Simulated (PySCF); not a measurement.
SMILES B[SiH2][SiH2]O[SiH3], singlet at its GFN2-xTB optimised geometry (Å):

```
14

B      0.0402     1.8450     0.0434
Si     1.6538     0.7157     0.0341
Si     1.1313    -1.5500     0.0000
O     -0.5419    -1.5500     0.0000
Si    -1.8182    -0.5964     0.0000
H     -0.2757     2.4071    -0.9439
H     -0.2862     2.3755     1.0449
H      2.5726     0.8920     1.1843
H      2.5810     0.9229    -1.1043
H      1.3983    -2.4071     1.1605
H      1.4008    -2.3688    -1.1874
H     -2.5624    -0.7901    -1.2375
H     -2.5810    -0.8191     1.2211
H     -1.2004     0.7959     0.0204
```

Method: B3LYP/def2-TZVP (PySCF).

Map of the electron localisation function on the plane z = 1.0 Å:

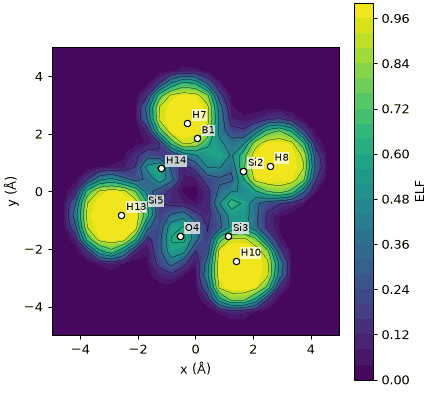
*Electron localisation function on the plane z = 1.0 Å.*
